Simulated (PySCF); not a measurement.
C8H9NSi

The calculation's input:

```
{"job": {"kind": "nmr", "xc": "PBE0", "basis": "pcSseg-1"}, "charge": 0, "multiplicity": 1}
C      4.277996    -0.079171    -1.263425
C      3.520709    -0.302434    -0.356332
Si     2.352198    -0.633368     1.039336
N      0.761303    -0.105491     0.529133
C      0.424682     1.180450     0.188908
C     -0.892652     1.241361    -0.131729
C     -1.421756    -0.076018     0.010864
C     -2.775413    -0.527954    -0.215088
C     -3.796143     0.246452    -0.564757
C     -0.371021    -0.860787     0.415056
H      4.939407     0.113929    -2.059055
H      2.741919     0.160010     2.208530
H      2.238467    -2.067119     1.298025
H      1.169049     1.952732     0.200329
H     -1.432661     2.115358    -0.436934
H     -2.928879    -1.591591    -0.076020
H     -4.783729    -0.153319    -0.719252
H     -3.682811     1.307330    -0.707786
H     -0.350468    -1.911120     0.632734
```

Launched as:

```sh
OMP_NUM_THREADS=1 python probes_run.py task.json out
```

Geometry: GFN2-xTB.

All numbers below come from PBE0/pcSseg-1, SCF density, gas phase, non-relativistic in PySCF 2.14.0.

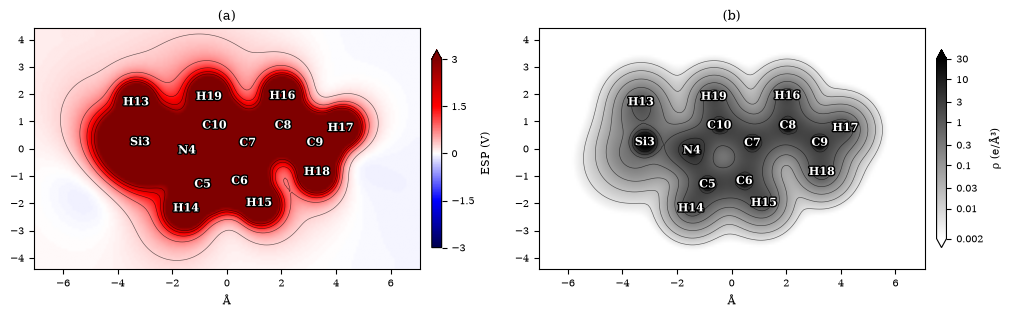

Figure 1. (a) molecular electrostatic potential; (b) total electron density on the plane of atoms C7, C8 and C9.

Q: Read the bonding off the picture.

A:
- Atoms in the plane: Si, N, C and H.
- C–N (1.37 Å): ρ is about 2.3 e/Å³ halfway.
- Si–N (1.75 Å): the density is about 1 e/Å³ at the midpoint.
- C–H (1.07 Å): the density is about 2.1 e/Å³ at the midpoint.
- C–C (1.33 Å): ρ at the midpoint is about 2.3 e/Å³.
- C–C (1.37 Å): ρ at the midpoint is about 2.2 e/Å³.
- The potential has no marked negative region in this plane.

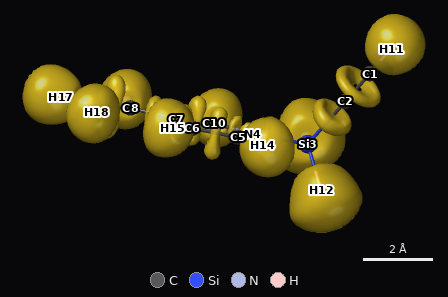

Figure 2. Isosurface of the electron localisation function at 0.85 (yellow), seen from one side. Only the valence region is drawn (cores and ρ < 0.01 e/Å³ removed).

Q: Identify the bonds, lone pairs and shells in this picture.

A: At this value the surface marks out six regions between bonded C–C atoms (shared pairs), two regions between bonded C–N atoms (shared pairs), one region between bonded C–Si atoms (shared pairs), one region between bonded N–Si atoms (shared pairs) and nine regions around hydrogen nuclei.


C–C (1.20 Å): the ELF peaks at about 0.85 between the atoms: a short, multiple covalent bond. C–N (1.37 Å): the ELF peaks at about 0.90 between the atoms (localised, covalent bonding).

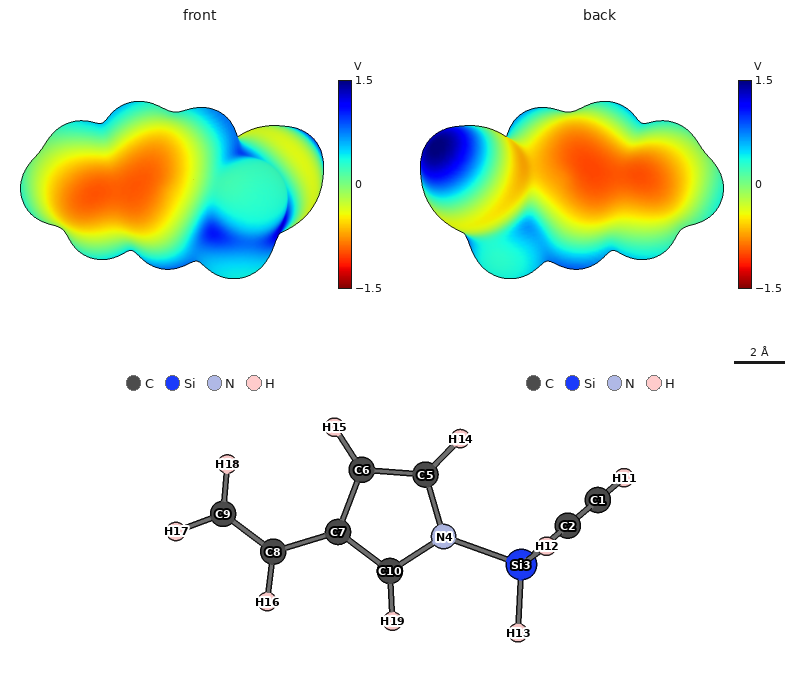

Figure 3. The molecular electrostatic potential painted on the density surface at 0.001 e/bohr³, seen from the front and from behind; red is negative and blue positive. The bare structure is drawn below in the same view.

Q: Describe the electrostatic potential map.

A: The most negative region (about −1.0 V) lies over the π face of C6, C7, C8 and C9, the most positive (about +1.4 V) over H11.
